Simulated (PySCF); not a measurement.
## Electronic structure of CH₁₀AsNSi₃ (SMILES CN1[SiH2][As]([SiH3])[SiH2]1) in real space

Input file:

```
{"job": {"kind": "uv", "xc": "CAM-B3LYP", "basis": "def2-SVPD", "nstates": 8, "ntriplets": 3}, "charge": 0, "multiplicity": 1}
C     -2.400779    -0.418284    -0.332337
N     -1.183076    -0.080211     0.348597
Si    -0.126880    -1.211486     1.142307
As     1.261464     0.596256     1.694813
Si     2.932890     0.282437     0.115200
Si    -0.420973     1.482928     0.320269
H     -3.092954     0.424194    -0.301618
H     -2.871663    -1.276943     0.147210
H     -2.218180    -0.670636    -1.382752
H     -0.883367    -1.899193     2.202442
H      0.350714    -2.247296     0.206180
H      3.753223     1.500583     0.000797
H      2.506170    -0.053048    -1.253106
H      3.843478    -0.795395     0.538785
H     -0.100655     1.896425    -1.059625
H     -1.357012     2.478612     0.868910
```

Launched as:

```sh
OMP_NUM_THREADS=1 python probes_run.py task.json out
```

Geometry: GFN2-xTB.

All numbers below come from PySCF 2.14.0, CAM-B3LYP/def2-SVPD, SCF density, gas phase.

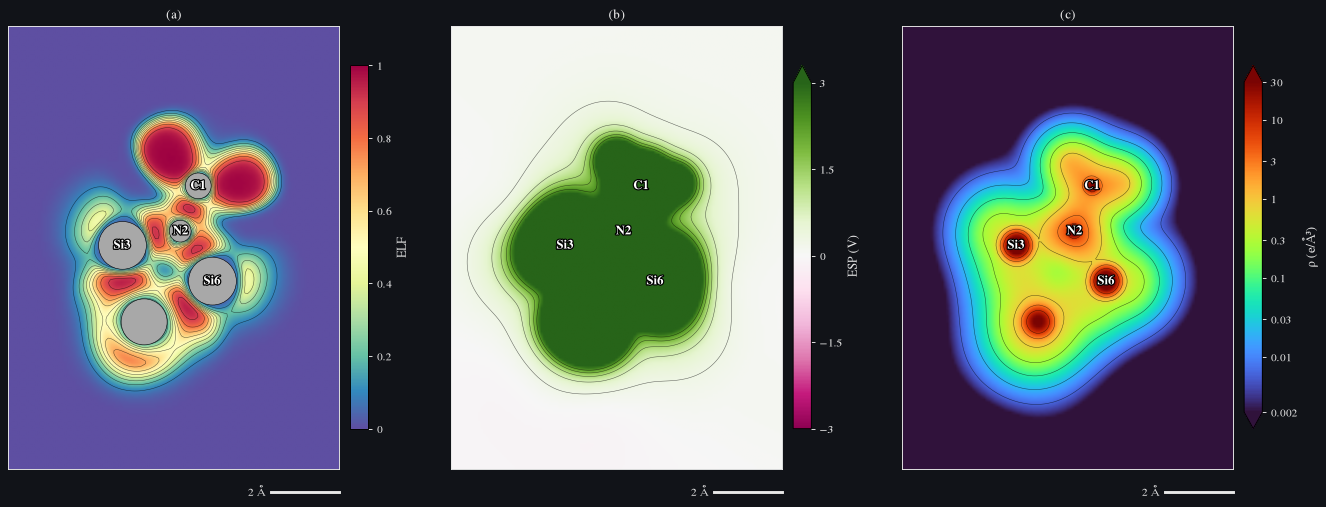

Figure 1. (a) electron localisation function; (b) electrostatic potential; (c) electron density on the plane of atoms Si3, N2 and Si6. Grey discs cover the atomic cores in the ELF map.

Describe what can be read from this map.

Answer. The section cuts through C, N and Si sites. C–N (1.44 Å): ρ is about 2 e/Å³ halfway; the ELF peaks at about 0.95 between the atoms, as expected for a shared electron pair. Si–N (1.74 Å): ρ at the midpoint is about 1.1 e/Å³; the ELF peaks at about 0.90 between the atoms: a polar covalent bond. The potential has no marked negative region in this plane.

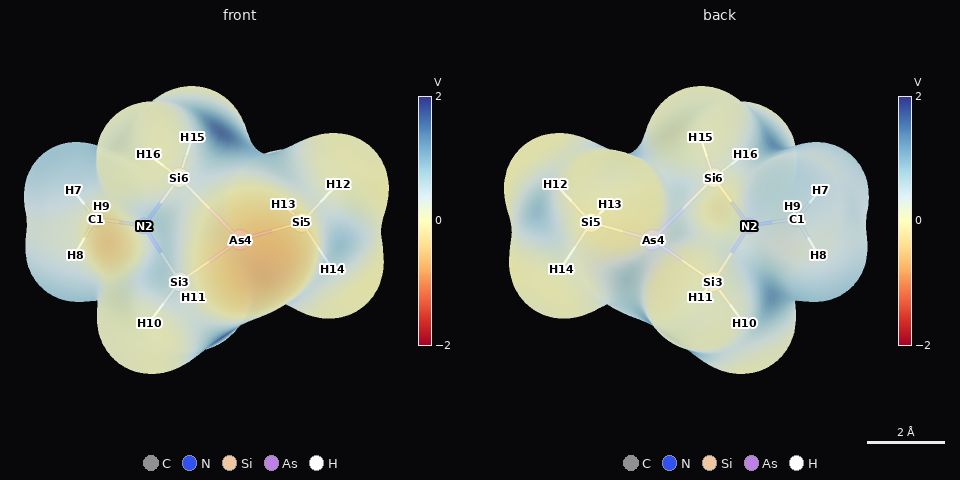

Figure 2. The molecular electrostatic potential painted on the density surface at 0.002 e/bohr³, seen from the front and from behind; the colour scale runs from red (negative) to blue (positive).

Describe the electrostatic potential map.

Answer. The most negative region (about −0.6 V, or −14 kcal/mol for a unit charge) lies over As4, the most positive (about +1.6 V, or +37 kcal/mol for a unit charge) over Si3 and Si6.

How polar is the molecule by this calculation?

Answer. Its dipole moment is 1.21 D.
